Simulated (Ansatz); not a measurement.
```cif
data_structure
_symmetry_space_group_name_H-M 'P 1'
_symmetry_Int_Tables_number 1
_cell_length_a 4.4346
_cell_length_b 26.7295
_cell_length_c 4.5123
_cell_angle_alpha 90.000
_cell_angle_beta 90.000
_cell_angle_gamma 90.000
_cell_volume 534.86
loop_
_atom_site_label
_atom_site_type_symbol
_atom_site_fract_x
_atom_site_fract_y
_atom_site_fract_z
_atom_site_occupancy
Gd1 Gd 0.00000 0.00000 0.50000 1
Gd2 Gd 0.50000 0.50000 0.50000 1
Gd3 Gd 0.00000 0.31142 0.00000 1
Gd4 Gd 0.50000 0.81142 0.00000 1
Gd5 Gd 0.00000 0.68858 0.00000 1
Gd6 Gd 0.50000 0.18858 0.00000 1
Sn1 Sn 0.00000 0.21197 0.50000 1
Sn2 Sn 0.50000 0.71197 0.50000 1
Sn3 Sn 0.00000 0.78803 0.50000 1
Sn4 Sn 0.50000 0.28803 0.50000 1
Sn5 Sn 0.00000 0.09563 0.00000 1
Sn6 Sn 0.50000 0.59563 0.00000 1
Sn7 Sn 0.00000 0.90437 0.00000 1
Sn8 Sn 0.50000 0.40437 0.00000 1
Sn9 Sn 0.00000 0.40335 0.50000 1
Sn10 Sn 0.50000 0.90335 0.50000 1
Sn11 Sn 0.00000 0.59665 0.50000 1
Sn12 Sn 0.50000 0.09665 0.50000 1
Sn13 Sn 0.00000 0.50000 0.00000 1
Sn14 Sn 0.50000 0.00000 0.00000 1
```

Space group Cmmm; spin-polarised.

The calculation used DFT PBE, scalar-relativistic, plane waves, PAW (Ansatz).

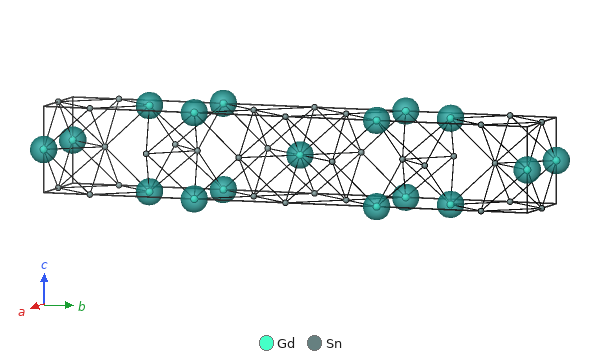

Gd3Sn7. Isosurface of the spin density at +1 e/Å³ (teal), seen slightly off an axis. Sticks mark near contacts.

Q: Describe the spin distribution.

A: The spin density sits on Gd: +7.0 μB (×6) in one cell of 20 atoms: parallel main moments (a ferromagnetic arrangement) in this solution. The cell of the calculation (10 atoms) carries 21.0 μB of net spin moment.
